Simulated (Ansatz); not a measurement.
# twin(10-13) boundary in hcp Ru: structure and resistance

Wanted: what the twin(10-13) boundary in hcp Ru costs an interconnect.

Method: Ansatz plane-wave DFT, PBE, PAW files; relaxation of a bicrystal slab with its lowest layers held; PAW set soft_1, in the first sound run; inputs show where later runs differ, in Ansatz 0.2.0.

## Step 1: The starting structure

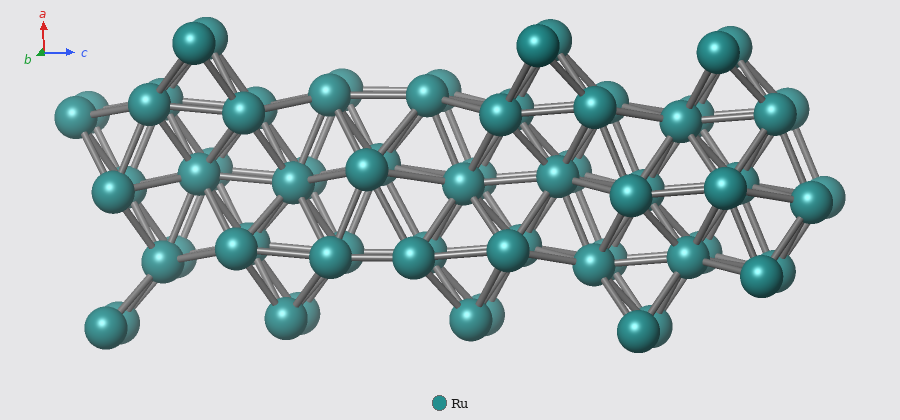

The cell as given, from the side, with the c axis across the page (ruthenium teal). 1×2×1 cells are drawn.

The cell holds 33 atoms: 33 Ru. Its edges and angles: a = 8.342 Å, b = 2.706 Å, c = 31.616 Å, α = 90.0°, β = 90.0°, γ = 80.7°. It derives from Ru. built on the (1 0 3) plane; 1 overlapping atoms removed and the grains opened by 0.3 Å. Vacuum lies along c.

## Step 2: Relaxing the bicrystal

The boundary is built by mirroring the lower grain in the boundary plane and removing any atoms that overlap. A thin bicrystal slab is relaxed first, with the lowest layers held and the upper grain free to shift and open.

input.yaml

```yaml
crystal:
  lattice:
    - [8.3417110409, 0.0, 0.0]
    - [0.4388400416, 2.669976228, 0.0]
    - [0.0, 0.0, 31.6163062302]
  atoms:
    - { symbol: Ru, position: [0.708785593, 0.1039405368, 0.1581462415] }
    - { symbol: Ru, position: [0.0061764829, 0.955245092, 0.1902757162] }
    - { symbol: Ru, position: [0.4656546609, 0.7255060029, 0.1967016111] }
    - { symbol: Ru, position: [0.7630455507, 0.576810558, 0.2288310859] }
    - { symbol: Ru, position: [0.2225237287, 0.3470714689, 0.2352569808] }
    - { symbol: Ru, position: [0.5199146185, 0.1983760241, 0.2673864555] }
    - { symbol: Ru, position: [0.9793927965, 0.968636935, 0.2738123504] }
    - { symbol: Ru, position: [0.2767836864, 0.8199414902, 0.3059418252] }
    - { symbol: Ru, position: [0.7362618643, 0.5902024011, 0.3123677201] }
    - { symbol: Ru, position: [0.0336527542, 0.4415069563, 0.3444971948] }
    - { symbol: Ru, position: [0.4931309322, 0.2117678672, 0.3509230898] }
    - { symbol: Ru, position: [0.790521822, 0.0630724224, 0.3830525645] }
    - { symbol: Ru, position: [0.25, 0.8333333333, 0.3894784594] }
    - { symbol: Ru, position: [0.5473908898, 0.6846378885, 0.4216079341] }
    - { symbol: Ru, position: [0.25, 0.8333333333, 0.4632261833] }
    - { symbol: Ru, position: [0.790521822, 0.0630724224, 0.4696520783] }
    - { symbol: Ru, position: [0.4931309322, 0.2117678672, 0.501781553] }
    - { symbol: Ru, position: [0.0336527542, 0.4415069563, 0.5082074479] }
    - { symbol: Ru, position: [0.7362618643, 0.5902024011, 0.5403369226] }
    - { symbol: Ru, position: [0.2767836864, 0.8199414902, 0.5467628176] }
    - { symbol: Ru, position: [0.9793927965, 0.968636935, 0.5788922923] }
    - { symbol: Ru, position: [0.5199146185, 0.1983760241, 0.5853181872] }
    - { symbol: Ru, position: [0.2225237287, 0.3470714689, 0.6174476619] }
    - { symbol: Ru, position: [0.7630455507, 0.576810558, 0.6238735569] }
    - { symbol: Ru, position: [0.4656546609, 0.7255060029, 0.6560030316] }
    - { symbol: Ru, position: [0.0061764829, 0.955245092, 0.6624289265] }
    - { symbol: Ru, position: [0.708785593, 0.1039405368, 0.6945584013] }
    - { symbol: Ru, position: [0.2493074151, 0.3336796259, 0.7009842962] }
    - { symbol: Ru, position: [0.9519165252, 0.4823750707, 0.7331137709] }
    - { symbol: Ru, position: [0.4924383472, 0.7121141598, 0.7395396658] }
    - { symbol: Ru, position: [0.1950474574, 0.8608096046, 0.7716691406] }
    - { symbol: Ru, position: [0.7355692794, 0.0905486937, 0.7780950355] }
    - { symbol: Ru, position: [0.4381783896, 0.2392441385, 0.8102245102] }
kpoints:
  mp_grid: { grid: [3, 9, 1] }
hamiltonian:
  xc: pbe
  pseudopotentials: { kind: paw, azcp: { folder: soft_1 } }
scf:
  occupations: { method: fermi_dirac, width: 0.1 }
relax:
  f_tol: 0.03
  max_steps: 80
  constraints: [{ sites: [0, 1, 2, 3, 4, 5] }]
```

Run with:

```console
$ ansatz run input.yaml --threads 4 --pin off --max-ram 15360MiB --backend cpu --events-out ev --progress --plain --runs-dir out
```

Numbers of over 12 decimals in the logs are rounded to 6 here.

Log:

```text
Warning: crystal.symmetry: narrowed to the stabiliser of the k-point mesh — unitary ops 2 → 1; excluded 1 operation that carries a point of the 3×9×1 mesh (shift [0, 0, 0]) off the mesh (the run samples exactly the mesh kpoints.mp_grid names, as under crystal.symmetry.detect: false, and its converged state has the mesh's symmetry, not the crystal's; ε∞, the Born charges and the force constants of a linear response (`dielectric:` by the response, `phonons.method: dfpt`) are averaged over those of the crystal's operations that the state keeps within a tolerance, where `mesh_tensors`, `unaveraged_element` or `gamma_mean_max_change_ev_ang2` stands beside them; [rest of the remark cut]
Engine: ansatz 0.2.0, x86_64-unknown-linux-gnu
Pseudopotentials: kind: paw
Pseudopotential: Ru, paw, valence charge 16, recommended cutoff 420 eV (normal), soft_1/Ru.paw.azcp
Functional definition: PBE
  parameter kappa = 0.804
  parameter beta = 0.066725
  exchange = pbe_x(kappa = kappa, mu = beta*pi^2/3)
  correlation = pbe_c(beta = beta)
Crystal: 33 atoms, lattice volume = 704.164 Å³
Basis set: ecut = 420 eV, 13839 PW (Γ), exchange–correlation on 120×40×432 points (8 copies of the dense FFT grid, shifted against one another)
Bands: 317, of which v1, the nominal top of the filled ones, is band 264 counted from 1 (263 counted from 0)
Symmetry: 1 space group operations
k-points: 14 of 27 (time reversal used)
Non-local potential: Ru, projectors of the file, l = 0: 3, l = 1: 2, l = 2: 2, l = 3: 1
PAW form: soft (Blöchl's): semilocal exchange-correlation on the pseudo side does not see the compensation charge
PAW one-centre angular grid: Ru, 590 points (default); XC on 64 Gauss nodes
Initial density: superposition of atomic densities (neutral atoms: chi_scale 0, normalization atom)
Initial wavefunctions: pseudopotential atomic-orbital guess
Functional: x = pbe(κ = 0.804, μ = 0.219515), c = pbe(β = 0.066725)
SCF iter   1: F=—  HF=-194007.640002 eV  |F-HF|=—  |Δ(HF+E_count)|=         —  Δρ=9.46e-2  dr2=1.64e2  ethr=3.10e-3  ⟨swp⟩=7.3  Hψ=17023  notcnv=0  defer=10
preconditioner: auto → LDOS  [metal: Δε(μ)=0.006 eV  Ē_g=4.900 eV  σ=0.100 eV  W_gap=0.01  n_scr=200 (ndim 8)  ℏωp=22.7 eV  f_vac=0.300  D(μ)=31.57/eV (n_scr^D=278)  β→1.0]
SCF iter   2: F=—  HF=-194010.255084 eV  |F-HF|=—  |Δ(HF+E_count)|=    2.62e0  Δρ=9.97e-2  dr2=9.56e1  ethr=3.10e-3  ⟨swp⟩=4.0  Hψ=12257  notcnv=0  defer=24
SCF iter   3: F=—  HF=-193986.599285 eV  |F-HF|=—  |Δ(HF+E_count)|=    2.37e1  Δρ=6.61e-3  dr2=6.14e-1  ethr=3.10e-3  ⟨swp⟩=3.0  Hψ=10427  notcnv=0  defer=40
SCF iter   4: F=—  HF=-193986.495786 eV  |F-HF|=—  |Δ(HF+E_count)|=   1.03e-1  Δρ=3.26e-3  dr2=1.60e-1  ethr=1.16e-4  ⟨swp⟩=3.2  Hψ=9708  notcnv=0  defer=39
SCF iter   5: F=—  HF=-193986.464943 eV  |F-HF|=—  |Δ(HF+E_count)|=   3.08e-2  Δρ=1.07e-3  dr2=1.82e-2  ethr=3.02e-5  ⟨swp⟩=2.1  Hψ=6292  notcnv=0  defer=39
SCF iter   6: F=—  HF=-193986.467497 eV  |F-HF|=—  |Δ(HF+E_count)|=   2.55e-3  Δρ=4.36e-4  dr2=2.52e-3  ethr=3.45e-6  ⟨swp⟩=2.3  Hψ=6610  notcnv=0  defer=39
SCF iter   7: F=—  HF=-193986.467870 eV  |F-HF|=—  |Δ(HF+E_count)|=   3.73e-4  Δρ=1.56e-4  dr2=1.01e-3  ethr=4.78e-7  ⟨swp⟩=2.7  Hψ=7094  notcnv=0  defer=39
SCF iter   8: F=—  HF=-193986.467827 eV  |F-HF|=—  |Δ(HF+E_count)|=   4.30e-5  Δρ=6.83e-5  dr2=9.61e-5  ethr=1.91e-7  ⟨swp⟩=2.1  Hψ=6110  notcnv=0  defer=39
SCF iter   9: F=-193986.467836 eV  HF=-193986.467848 eV  |F-HF|=1.27e-5  |Δ(HF+E_count)|=   2.15e-5  Δρ=3.25e-5  dr2=1.92e-5  ethr=4.26e-9  ⟨swp⟩=5.0  Hψ=15589  notcnv=0
SCF 1 converged in 9 iterations: F = -193986.467836 eV  dr2 = 1.92e-5
  greatest PAW one-centre occupation: 1.000 electrons in one spin orbital (limit 2), on the Ru atom at site 19 (counted from 0), in its partial waves of l = 0
relax step   1: F+E_penalty+E_count = -193986.46783551 eV  Δ(F+E_penalty+E_count) = +0.000e0 eV  max|allowed force component| = 1.161e0 eV/Å  Δτ_max = 0.0000 Å  (9 SCF iters, dr2 threshold 2.25e-5 eV, accepted)
Initial density: handed on by an earlier stage of this run
Initial wavefunctions: those handed on with the density
iter 1 solved again at ethr=1.74e-3 eV; its pass at ethr=3.10e-3 eV (dr2=9.18e0 eV) is discarded
SCF iter   1: F=—  HF=-193987.088315 eV  |F-HF|=—  |Δ(HF+E_count)|=         —  Δρ=1.48e-2  dr2=9.23e0  ethr=1.74e-3  ⟨swp⟩=1.0  Hψ=16417  notcnv=0  defer=16
preconditioner: auto → LDOS  [metal: Δε(μ)=0.011 eV  Ē_g=4.521 eV  σ=0.100 eV  W_gap=0.03  n_scr=200 (ndim 8)  ℏωp=22.7 eV  f_vac=0.306  D(μ)=33.87/eV (n_scr^D=302)  β→1.0]
SCF iter   2: F=—  HF=-193986.915425 eV  |F-HF|=—  |Δ(HF+E_count)|=   1.73e-1  Δρ=6.19e-3  dr2=4.24e-1  ethr=1.74e-3  ⟨swp⟩=2.2  Hψ=5215  notcnv=0  defer=16
SCF iter   3: F=—  HF=-193986.865418 eV  |F-HF|=—  |Δ(HF+E_count)|=   5.00e-2  Δρ=3.77e-3  dr2=1.66e-1  ethr=8.03e-5  ⟨swp⟩=3.0  Hψ=9985  notcnv=0  defer=26
SCF iter   4: F=—  HF=-193986.824640 eV  |F-HF|=—  |Δ(HF+E_count)|=   4.08e-2  Δρ=5.48e-4  dr2=3.46e-3  ethr=3.14e-5  ⟨swp⟩=2.2  Hψ=7936  notcnv=0  defer=26
SCF iter   5: F=—  HF=-193986.825025 eV  |F-HF|=—  |Δ(HF+E_count)|=   3.85e-4  Δρ=1.43e-4  dr2=1.78e-4  ethr=6.56e-7  ⟨swp⟩=3.1  Hψ=8253  notcnv=0  defer=31
SCF iter   6: F=-193986.825079 eV  HF=-193986.825070 eV  |F-HF|=8.62e-6  |Δ(HF+E_count)|=   4.48e-5  Δρ=5.63e-5  dr2=2.92e-5  ethr=1.60e-8  ⟨swp⟩=2.7  Hψ=17307  notcnv=0
SCF 2 converged in 6 iterations: F = -193986.825079 eV  dr2 = 2.92e-5
  greatest PAW one-centre occupation: 1.000 electrons in one spin orbital (limit 2), on the Ru atom at site 29 (counted from 0), in its partial waves of l = 0
relax step   2: F+E_penalty+E_count = -193986.82507892 eV  Δ(F+E_penalty+E_count) = -3.572e-1 eV  max|allowed force component| = 8.832e-1 eV/Å  Δτ_max = 0.1922 Å  (6 SCF iters, dr2 threshold 8.42e-5 eV, accepted)
iter 1 solved again at ethr=6.23e-4 eV; its pass at ethr=3.10e-3 eV (dr2=3.29e0 eV) is discarded
SCF iter   1: F=—  HF=-193987.009691 eV  |F-HF|=—  |Δ(HF+E_count)|=         —  Δρ=1.07e-2  dr2=3.35e0  ethr=6.23e-4  ⟨swp⟩=1.0  Hψ=15569  notcnv=0  defer=34
preconditioner: auto → LDOS  [metal: Δε(μ)=0.017 eV  Ē_g=4.532 eV  σ=0.100 eV  W_gap=0.04  n_scr=200 (ndim 8)  ℏωp=22.7 eV  f_vac=0.307  D(μ)=33.45/eV (n_scr^D=294)  β→1.0]
SCF iter   2: F=—  HF=-193986.923807 eV  |F-HF|=—  |Δ(HF+E_count)|=   8.59e-2  Δρ=5.67e-3  dr2=3.45e-1  ethr=6.23e-4  ⟨swp⟩=2.3  Hψ=6587  notcnv=0  defer=34
SCF iter   3: F=—  HF=-193986.872882 eV  |F-HF|=—  |Δ(HF+E_count)|=   5.09e-2  Δρ=3.13e-3  dr2=9.98e-2  ethr=6.52e-5  ⟨swp⟩=3.0  Hψ=9837  notcnv=0  defer=34
SCF iter   4: F=—  HF=-193986.850144 eV  |F-HF|=—  |Δ(HF+E_count)|=   2.27e-2  Δρ=3.33e-4  dr2=1.29e-3  ethr=1.89e-5  ⟨swp⟩=2.1  Hψ=7504  notcnv=0  defer=34
SCF iter   5: F=—  HF=-193986.850822 eV  |F-HF|=—  |Δ(HF+E_count)|=   6.78e-4  Δρ=1.01e-4  dr2=1.04e-4  ethr=2.45e-7  ⟨swp⟩=3.0  Hψ=9569  notcnv=0  defer=37
SCF iter   6: F=-193986.850837 eV  HF=-193986.850835 eV  |F-HF|=1.78e-6  |Δ(HF+E_count)|=   1.30e-5  Δρ=3.41e-5  dr2=1.11e-5  ethr=9.23e-9  ⟨swp⟩=3.0  Hψ=16412  notcnv=0
SCF 3 converged in 6 iterations: F = -193986.850837 eV  dr2 = 1.11e-5
  greatest PAW one-centre occupation: 1.000 electrons in one spin orbital (limit 2), on the Ru atom at site 14 (counted from 0), in its partial waves of l = 0
relax step   3: F+E_penalty+E_count = -193986.85083676 eV  Δ(F+E_penalty+E_count) = -2.576e-2 eV  max|allowed force component| = 1.507e0 eV/Å  Δτ_max = 0.1388 Å  (6 SCF iters, dr2 threshold 4.88e-5 eV, accepted)
[...]
relax step   4: F+E_penalty+E_count = -193986.98314487 eV  Δ(F+E_penalty+E_count) = -1.323e-1 eV  max|allowed force component| = 2.994e-1 eV/Å  Δτ_max = 0.0852 Å  (6 SCF iters, dr2 threshold 1.00e-4 eV, accepted)
[...]
relax step   5: F+E_penalty+E_count = -193986.98630025 eV  Δ(F+E_penalty+E_count) = -3.155e-3 eV  max|allowed force component| = 1.855e-1 eV/Å  Δτ_max = 0.0279 Å  (6 SCF iters, dr2 threshold 5.60e-6 eV, accepted)
[...]
relax step   6: F+E_penalty+E_count = -193986.98871775 eV  Δ(F+E_penalty+E_count) = -2.418e-3 eV  max|allowed force component| = 3.272e-2 eV/Å  Δτ_max = 0.0146 Å  (6 SCF iters, dr2 threshold 2.15e-6 eV, accepted)
SCF iter   1: F=—  HF=-193986.988200 eV  |F-HF|=—  |Δ(HF+E_count)|=         —  Δρ=3.84e-4  dr2=1.96e-3  ethr=1.12e-5  ⟨swp⟩=2.1  Hψ=7740  notcnv=0  defer=36
preconditioner: auto → LDOS  [metal: Δε(μ)=0.026 eV  Ē_g=4.518 eV  σ=0.100 eV  W_gap=0.06  n_scr=200 (ndim 8)  ℏωp=22.7 eV  f_vac=0.306  D(μ)=33.86/eV (n_scr^D=302)  β→1.0]
SCF iter   2: F=—  HF=-193986.988084 eV  |F-HF|=—  |Δ(HF+E_count)|=   1.16e-4  Δρ=2.06e-4  dr2=2.66e-4  ethr=3.70e-7  ⟨swp⟩=2.0  Hψ=6979  notcnv=0  defer=36
SCF iter   3: F=—  HF=-193986.988003 eV  |F-HF|=—  |Δ(HF+E_count)|=   8.15e-5  Δρ=5.55e-5  dr2=2.27e-5  ethr=5.05e-8  ⟨swp⟩=3.0  Hψ=9654  notcnv=0  defer=36
SCF iter   4: F=—  HF=-193986.989122 eV  |F-HF|=—  |Δ(HF+E_count)|=   1.12e-3  Δρ=1.38e-5  dr2=2.25e-6  ethr=4.30e-9  ⟨swp⟩=2.2  Hψ=7863  notcnv=0  defer=36
SCF iter   5: F=-193986.989121 eV  HF=-193986.989121 eV  |F-HF|=1.27e-8  |Δ(HF+E_count)|=   6.19e-7  Δρ=3.71e-6  dr2=7.26e-8  ethr=1.89e-11  ⟨swp⟩=3.4  Hψ=21074  notcnv=0
SCF 7 converged in 5 iterations: F = -193986.989121 eV  dr2 = 7.26e-8
relax step   7: F+E_penalty+E_count = -193986.98912112 eV  Δ(F+E_penalty+E_count) = -4.034e-4 eV  max|allowed force component| = 6.392e-3 eV/Å  Δτ_max = 0.0050 Å  (5 SCF iters, accepted)
SCF converged after 5 iterations
Free energy (F): -193986.989121 eV
Harris-Foulkes:  -193986.989121 eV  (|F-HF|=1.27e-8)
Internal energy: -193985.868315 eV  (E = F + TS)
E sigma→0 (E₀):  -193986.428718 eV
Entropy (-TS):   -1.120806 eV (-33.964 meV/atom)
Fermi energy:    13.196782 eV
--- Per-component energies (eV) ---
  E_band       = -7139.079886
  E_kinetic    = 15153.617160
  E_local      = -713536.781633  (includes V_loc(G=0)·N_el)
  E_nonlocal   = 13637.088323
  E_hartree    = 347060.874841
  E_xc         = -5590.677231
  E_vxc        = -7067.805325  (∫ρ·V_xc dr)
  E_paw        = -115554.959860  (= ΣΔE_a)
  E_vpaw       = -9447.046637  (= ΣTr[D̂ρ^β])
  E_aug_tail   = 0.020936  (compensation charges beyond the density's cutoff)
  E_ewald      = 264844.949150
  E_smearing   = -1.120806  (= −TS)
  E_closure    = 0.000000  (closes the sum)
  Σ components = -193986.989121   (vs F -193986.989121, Δ=0.00e0)
--- Forces (eV/Å), atoms counted from 1 ---
  atom   1  Ru    -0.15231018     0.02892472     0.95919507
  atom   2  Ru    -0.49364690     0.07529675     0.64848145
  atom   3  Ru     0.61105640    -0.10367972     0.40868759
  atom   4  Ru     0.05560336    -0.00478712    -0.82860267
  atom   5  Ru     0.29555669    -0.04848984    -0.85558408
  atom   6  Ru    -0.31880753     0.05541769    -0.33217375
  atom   7  Ru     0.00289470    -0.00006067    -0.00064433
  atom   8  Ru    -0.00151629     0.00021913     0.00131160
  atom   9  Ru     0.00239131     0.00028337    -0.00294584
  atom  10  Ru     0.00062388     0.00000658     0.00136269
  atom  11  Ru     0.00040188     0.00021223    -0.00004839
  atom  12  Ru    -0.00045964    -0.00039037    -0.00252329
  atom  13  Ru    -0.00114427     0.00221384     0.00076565
  atom  14  Ru    -0.00386607     0.00057928     0.00241805
  atom  15  Ru     0.00548101    -0.00310073     0.00275601
  atom  16  Ru     0.00126051    -0.00007596     0.00153475
  atom  17  Ru    -0.00131303     0.00013420     0.00115002
  atom  18  Ru     0.00079038    -0.00079446    -0.00034479
  atom  19  Ru    -0.00639225     0.00047080    -0.00132674
  atom  20  Ru    -0.00009300    -0.00062793    -0.00330095
  atom  21  Ru    -0.00363590     0.00015025    -0.00150557
  atom  22  Ru    -0.00228231     0.00090372    -0.00103048
  atom  23  Ru     0.00154143    -0.00075619     0.00216686
  atom  24  Ru     0.00243279     0.00067471     0.00026533
  atom  25  Ru     0.00132075    -0.00034762     0.00122567
  atom  26  Ru     0.00416907    -0.00076256    -0.00007079
  atom  27  Ru     0.00094153    -0.00012489    -0.00331492
  atom  28  Ru     0.00366405    -0.00088679    -0.00045658
  atom  29  Ru     0.00114059    -0.00041951    -0.00161042
  atom  30  Ru    -0.00040155    -0.00037583    -0.00337065
  atom  31  Ru    -0.00275603     0.00017726     0.00072400
  atom  32  Ru    -0.00184054     0.00008532     0.00185487
  atom  33  Ru    -0.00092274    -0.00008705     0.00501890
  max |Σ_I F_I| component: 1.18e-4 eV/Å
--- Relaxed structure (7 steps of the walk, 7 accepted, 0 SCFs on fresh bases) ---
  F+E_penalty+E_count = -193986.98912112 eV   max|allowed force component| = 6.392e-3 eV/Å
  atoms:
    - { symbol: Ru, position: [0.708786, 0.103941, 0.158146] }
    - { symbol: Ru, position: [0.00617648, 0.955245, 0.1902757162] }
    - { symbol: Ru, position: [0.4656546609, 0.725506, 0.196702] }
    - { symbol: Ru, position: [0.7630455507, 0.576811, 0.228831] }
    - { symbol: Ru, position: [0.222524, 0.347071, 0.235257] }
    - { symbol: Ru, position: [0.5199146185, 0.198376, 0.267386] }
    - { symbol: Ru, position: [0.977826, 0.969397, 0.272854] }
    - { symbol: Ru, position: [0.277070, 0.819821, 0.305036] }
    - { symbol: Ru, position: [0.734132, 0.591134, 0.312830] }
    - { symbol: Ru, position: [0.028211, 0.444207, 0.344605] }
    - { symbol: Ru, position: [0.488550, 0.213946, 0.352677] }
    - { symbol: Ru, position: [0.789029, 0.064123, 0.383103] }
    - { symbol: Ru, position: [0.241647, 0.836910, 0.388203] }
    - { symbol: Ru, position: [0.553872, 0.682600, 0.424350] }
    - { symbol: Ru, position: [0.241416, 0.839833, 0.461136] }
    - { symbol: Ru, position: [0.785781, 0.067216, 0.466225] }
    - { symbol: Ru, position: [0.488031, 0.216285, 0.496039] }
    - { symbol: Ru, position: [0.027105, 0.447455, 0.504116] }
    - { symbol: Ru, position: [0.733603, 0.593834, 0.536371] }
    - { symbol: Ru, position: [0.276782, 0.822400, 0.544646] }
    - { symbol: Ru, position: [0.978154, 0.971818, 0.575049] }
    - { symbol: Ru, position: [0.517687, 0.202197, 0.581675] }
    - { symbol: Ru, position: [0.218795, 0.351307, 0.615009] }
    - { symbol: Ru, position: [0.762911, 0.579568, 0.620227] }
    - { symbol: Ru, position: [0.465019, 0.728675, 0.653228] }
    - { symbol: Ru, position: [0.00512604, 0.958372, 0.659939] }
    - { symbol: Ru, position: [0.707476, 0.107306, 0.691704] }
    - { symbol: Ru, position: [0.246865, 0.337751, 0.698406] }
    - { symbol: Ru, position: [0.953149, 0.484561, 0.732524] }
    - { symbol: Ru, position: [0.493686, 0.714518, 0.737670] }
    - { symbol: Ru, position: [0.200847, 0.860653, 0.767356] }
    - { symbol: Ru, position: [0.732486, 0.094861, 0.772574] }
    - { symbol: Ru, position: [0.432681, 0.245368, 0.804448] }
```

It took 7 min on 4 threads of Intel Xeon Platinum 8488C (Sapphire Rapids), shared host; peak memory 5.1 GiB.

[end of part 1 of 2]

[Logs are printed without paths, hosts, clocks, repeated set-up lines and the standing remarks that a program may print on its own settings, such as how far it seeks lower states.]

[Hosts, paths, dates, database ids (printed as entryN), source tags and the programs' standing remarks are cut or masked in the printed files.]
